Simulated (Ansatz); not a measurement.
**AsH3 (arsine): levels of theory compared**

Aim: a comparison of 6 runs (CAM-B3LYP/STO-3G, PBE0/STO-3G, UB3LYP/STO-3G, revPBE/STO-3G, wB97M-V/STO-3G, BCCD(T)/STO-3G) of AsH3 (arsine). 

Program for the calculation: Ansatz 0.2.0.

29 further runs of the same task are left out: 1 that didn't finish, 28 set aside as unsound or not needed.

### 1 The molecule

AsH3: 4 atoms, total charge 0, spin state singlet. As SMILES, `[AsH3]`. The H4–As1 distance was set to 3.804 Å, away from the relaxed value. At this shape a bond of the SMILES string is far longer than usual.

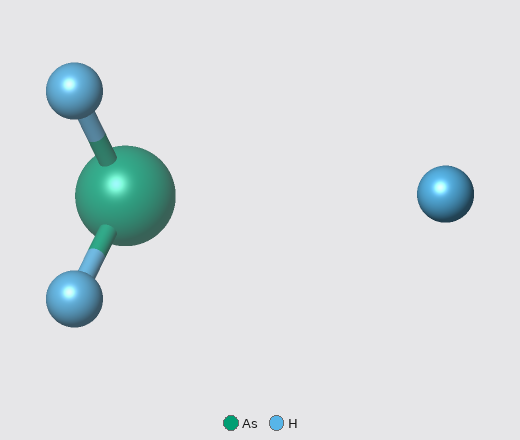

Viewed from a chosen angle; arsenic teal, hydrogen blue.

### 2 The energy at CAM-B3LYP/STO-3G (run 1)

The input, input.yaml:

```yaml
basis:
  gaussian:
    orbitals: STO-3G
crystal:
  periodic: [false, false, false]
  atoms:
    - {symbol: As, position_ang: [-1.940368, 1.837764, 0.296757]}
    - {symbol: H, position_ang: [-1.374668, 1.980464, 1.702157]}
    - {symbol: H, position_ang: [-2.792568, 0.644664, 0.703857]}
    - {symbol: H, position_ang: [0.933900, -0.412500, -0.774500]}
hamiltonian:
  xc: {name: CAM-B3LYP}
accuracy: high
```

Launch:

```sh
$ ansatz run input.yaml --threads 1 --pin off --max-ram 2610MiB --events-out events.jsonl --progress --plain --runs-dir runs
```

Log:

```text
Warning: RAYON_NUM_THREADS=1 ignored (pool sized by the plan → 1); use --threads N
Functional definition: CAM-B3LYP
  name "CAM-B3LYP"
  parameter alpha = 0.19
  parameter beta = 0.46
  parameter omega = 0.33/bohr
  parameter ac = 0.81
  exchange = (1 - alpha - beta)*b88_x + beta*b88_x_sr(omega) + alpha*exact_x + beta*exact_x_lr(omega)
  correlation = (1 - ac)*vwn5_c + ac*lyp_c
251 factors; integrals over basis functions are off by at most 2.2e-8 eV
96 factors; integrals over basis functions are off by at most 6.7e-10 eV
mean field evaluation 1: about -60187.5385 eV, gradient 1.1e1 eV
mean field evaluation 2: about -60184.3708 eV, gradient 1.8e1 eV
mean field evaluation 4: about -60194.4093 eV, gradient 1.1e1 eV
mean field evaluation 8: about -60194.3949 eV, gradient 1.1e1 eV
mean field -60195.24421517 eV, -2212.1344231054 hartree, gradient 1.9e-8 eV, S^2 0.000000; 0 other end points of the search recorded, 0 dependent functions left out
reference -60195.24422861 eV, -2212.1344235993 hartree; 18, 18 occupied and 3, 3 virtual orbitals, 251 factors
Total energy: -60195.24422861 eV, -2212.1344235993 hartree
```

Wall time 0.74 s (1 thread of Intel Xeon Platinum 8488C (Sapphire Rapids), shared host).

### 3 A single-point energy at PBE0/STO-3G (run 2)

The input, run.yaml:

```yaml
crystal:
  periodic: [false, false, false]
  atoms:
    - {symbol: As, position_ang: [-1.940368, 1.837764, 0.296757]}
    - {symbol: H, position_ang: [-1.374668, 1.980464, 1.702157]}
    - {symbol: H, position_ang: [-2.792568, 0.644664, 0.703857]}
    - {symbol: H, position_ang: [0.933900, -0.412500, -0.774500]}
basis:
  gaussian:
    orbitals: STO-3G
total_charge: 0
hamiltonian:
  xc: pbe0
accuracy: high
```

Launch:

```sh
$ ansatz run run.yaml --threads 1 --pin off --max-ram 2610MiB --events-out events.jsonl --progress --plain --runs-dir runs
```

Log:

```text
Warning: RAYON_NUM_THREADS=1 ignored (pool sized by the plan → 1); use --threads N
Functional definition: PBE0
  name "PBE0"
  parameter a = 0.25
  parameter kappa = 0.804
  parameter beta = 0.06672455060314922
  exchange = (1 - a)*pbe_x(kappa = kappa, mu = beta*pi^2/3) + a*exact_x
  correlation = pbe_c(beta = beta)
251 factors; integrals over basis functions are off by at most 2.2e-8 eV
mean field evaluation 1: about -60180.0702 eV, gradient 1.2e1 eV
mean field evaluation 2: about -60176.7768 eV, gradient 1.9e1 eV
mean field evaluation 4: about -60179.5273 eV, gradient 1.2e1 eV
mean field evaluation 8: about -60188.5575 eV, gradient 6.8e-2 eV
mean field -60188.55755275 eV, -2211.8886927938 hartree, gradient 2.5e-8 eV, S^2 0.000000; 0 other end points of the search recorded, 0 dependent functions left out
reference -60188.55755416 eV, -2211.8886928456 hartree; 18, 18 occupied and 3, 3 virtual orbitals, 251 factors
Total energy: -60188.55755416 eV, -2211.8886928456 hartree
```

Wall time 0.71 s (1 thread of Intel Xeon Platinum 8488C (Sapphire Rapids), shared host).

Runs 3 to 5 aren't shown in full; the table further down has their settings and results.

### 4 The energy at BCCD(T)/STO-3G (run 6)

Edit run.yaml of step 3 so:

```diff
@@ -10,5 +10,7 @@
     orbitals: STO-3G
-total_charge: 0
-hamiltonian:
-  xc: pbe0
 accuracy: high
+correlation:
+  method: bccd_t
+  frozen_orbitals: {As: 9, H: 0}
+scf:
+  omitted_lower_state_checks: [cluster_reference, increment]
```

Launch:

```sh
$ ansatz run run.yaml --threads 1 --pin off --max-ram 2610MiB --events-out events.jsonl --progress --plain --runs-dir runs
```

Log:

```text
Warning: RAYON_NUM_THREADS=1 ignored (pool sized by the plan → 1); use --threads N
[... 12 lines left out ...]
9 core orbitals not correlated: weight in the atoms' cores, before any rotation towards them, 1.000 or more for the frozen orbitals, at most 0.000 for the correlated occupied ones
[... 33 lines left out ...]
WARN: these amplitudes may be one of several solutions (largest doubles amplitude 0.93, level shift 14.54 eV)
Total energy: -60162.16256709 eV, -2210.9186949622 hartree
Checks for a lower state left out: cluster_reference, increment
```

Wall time 0.2 s (1 thread of Intel Xeon Platinum 8488C (Sapphire Rapids), shared host).

### 5 All runs side by side

```tsv
run	level	frozen core orbitals	energy (Eh)	wall time
1	CAM-B3LYP/STO-3G	–	-2212.134424	0.74 s
2	PBE0/STO-3G	–	-2211.888693	0.71 s
3	UB3LYP/STO-3G	–	-2212.193033	1.8 s
4	revPBE/STO-3G	–	-2211.941925	1.1 s
5	wB97M-V/STO-3G	–	-2212.147628	5.4 s
6	BCCD(T)/STO-3G	9	-2210.918695	0.2 s
```

### 6 Results

| quantity | value |
| --- | --- |
| run 6: total energy | -2210.91869 Eh |
| run 6: correlation energy (9 core orbitals frozen) | -261.5 mEh |
| run 6: (T) correction | -0.16 mEh |

What this shows: Totals of different functionals can't be ranked against each other. In run 6 the log says that unrestricted orbitals would lower the reference, so the values rest on an unstable closed-shell determinant (other closed-shell runs at this shape may share the fault). In runs 1, 2, 3, 4, 5, 6 the basis is minimal, so the values are rough. In runs 1, 2, 4, 5 a closed-shell determinant meets a far-stretched bond, which it describes badly. Spin contamination of the reference: run 3 ⟨S²⟩ = 1.00. Where it is this large, the reference is a mixture of spin states, and values that rest on it are in doubt. All runs together took 10 s, the longest 5.4 s.
